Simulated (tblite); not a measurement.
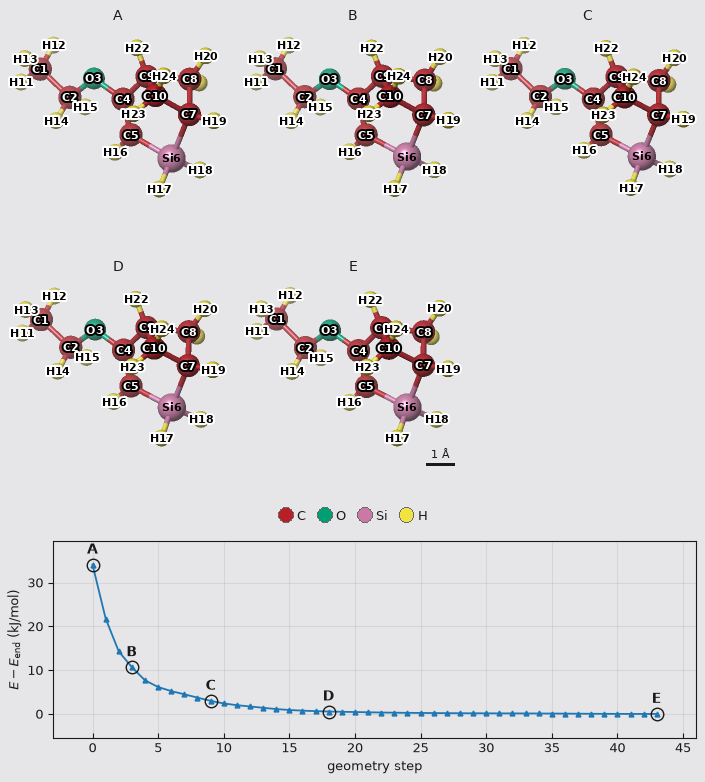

Frames of a relaxation of C8H14OSi, marked on the history of the run. A ball-and-stick model, seen from a free direction.

The calculation used GFN2-xTB geometry optimisation, gas phase in tblite 0.8.0. 

Question: What happens along the run?

Answer: An H atom moves most after the best rigid fit: 0.17 Å. By element the largest moves are H 0.17 Å, C 0.10 Å, Si 0.10 Å, O 0.06 Å. Some distances before and after: C–Si 2.011 → 1.898 Å, C–C 1.574 → 1.538 Å, C–O 1.390 → 1.358 Å, C–C 1.524 → 1.503 Å. Bond angles that change, for instance: Si–C–H 114.4° → 121.3°, C–C–H 113.1° → 117.6°, Si–C–H 112.8° → 116.7°. Over 43 geometry steps the energy falls by 34.1 kJ/mol. From step 0 to 3: the Si atom moves most (0.08 Å), energy −23.4 kJ/mol. From step 3 to 9: an H atom moves most (0.07 Å), energy −7.68 kJ/mol. From step 9 to 18: H atoms move most (0.08 Å), energy −2.44 kJ/mol. From step 18 to 43: an H atom moves most (0.06 Å), energy −0.55 kJ/mol.
